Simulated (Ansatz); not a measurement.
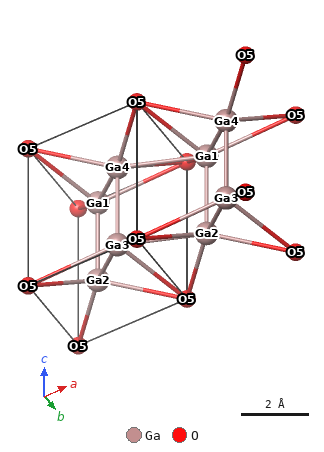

Crystalline Ga₄O (a generated structure, set up in P6/mmm) (coarse preliminary run), before the relaxation. The picture is a ball-and-stick view of the cell of the calculation, repeated 2 × 1 × 1 with one cell outlined, seen from a free direction.

All numbers below come from Ansatz 0.2.0, DFT PBE, scalar-relativistic, plane waves, PAW.

Input file:
```yaml
crystal:
  lattice:
    - [4.88862634, 0.0, 0.0]
    - [-2.44431317, 4.2336746, 0.0]
    - [0.0, 0.0, 4.4795834]
  atoms:
    - { symbol: Ga, position: [0.33333333, 0.66666667, 0.78162496] }
    - { symbol: Ga, position: [0.33333333, 0.66666667, 0.21837504] }
    - { symbol: Ga, position: [0.66666667, 0.33333333, 0.21837504] }
    - { symbol: Ga, position: [0.66666667, 0.33333333, 0.78162496] }
    - { symbol: O, position: [0.0, 0.0, 0.0] }
basis:
  ecutwfc: 420
kpoints:
  mp_grid: { grid: [6, 6, 4] }
hamiltonian:
  xc: pbe
scf:
  occupations: { method: gaussian, width: 0.1 }
  lower_state_search: "off"
output:
  forces: true
  stress: true
  eigenvalues: true
relax:
  adjacent_minimum: "off"
  f_tol: 0.04
  max_steps: 70
  cell: { stress_tol: 0.4 }
```

Command:
```bash
ansatz run input.yaml --threads 1 --pin off --max-ram 2560MiB --backend cpu --events-out ev --progress --plain --runs-dir out
```

Where does the relaxation end?

Answer. After 7 accepted moves (10 points after the start) the energy has fallen by 693 meV per atom. The largest force component goes from 8 to 0.0082 eV/Å. Pressure: 15.10 GPa at the start and 0.10 GPa at the end. The line search rejected the trial step at point 8 of the run. The SCF was repeated twice at an unchanged geometry on a basis and grid sized afresh for the cell, which shifted the energy by 13.7 meV per atom at most. The largest moves relative to the cell, 0.19 Å, are those of Ga1, Ga2, Ga3 and Ga4. Ga1 goes along −c. O stays in place. Cell: a = b 4.889 → 4.423 Å (−9.5 %), c 4.480 → 5.567 Å (+24.3 %). Volume +1.7 %. Near-neighbour distances that change, for instance: Ga1–Ga2 1.956 → 2.804 Å, Ga1–Ga4 2.822 → 2.554 Å, Ga1–Ga2 (another image) 2.523 → 2.763 Å, Ga1–O5 2.987 → 2.913 Å. The space group stays P6/mmm (No. 191). Cost: 110 s on 1 thread of Intel(R) Xeon(R) Processor @ 2.50GHz (Skylake/Cascade Lake), with other jobs on the host, peak memory 0.41 GiB.

The structure at the end:

```xyz
5
Lattice="4.4229 0.0000 0.0000 -2.2115 3.8304 0.0000 0.0000 0.0000 5.5673" Properties=species:S:1:pos:R:3 pbc="T T T"
Ga    0.0000    2.5536    4.1653
Ga    0.0000    2.5536    1.4020
Ga    2.2115    1.2768    1.4020
Ga    2.2115    1.2768    4.1653
O     0.0000    0.0000    0.0000
```

After the run, drawn alike:

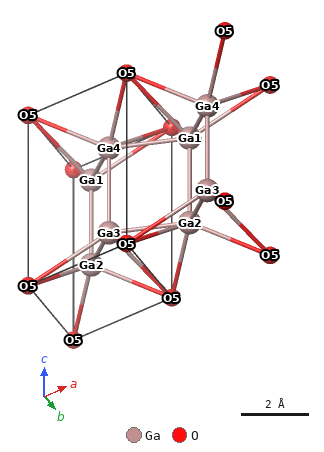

Limits of the set-up: layers or molecules are held without a dispersion correction, so their spacing is unreliable.
